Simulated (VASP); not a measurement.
Band structure of CoGe (space group P2_13). All values below come from PBEsol GGA, VASP's PBE PAW potentials (set 64) (plane waves; VASP).

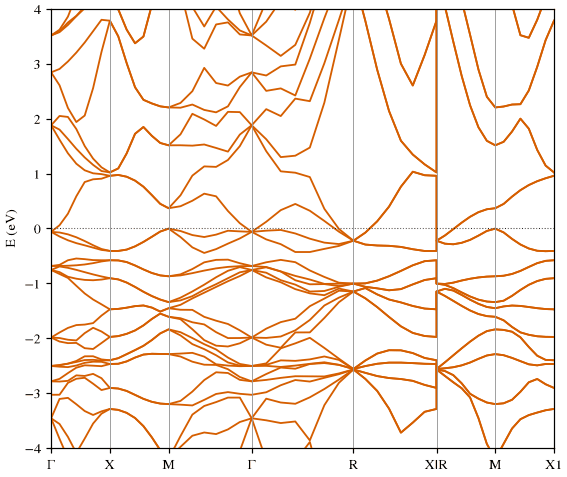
Bands along high-symmetry lines, zero at the valence-band maximum or, without a gap, the Fermi level

Question: Read the plot: is there a gap, and where are the band edges?

Answer: It has no gap at this level: it comes out as a metal or semimetal.

The structure comes from a computed database's CoGe entry; how it stands against other phases isn't given here. The cell was not relaxed at this level. The run is not spin-polarised, so no magnetic state was tried.
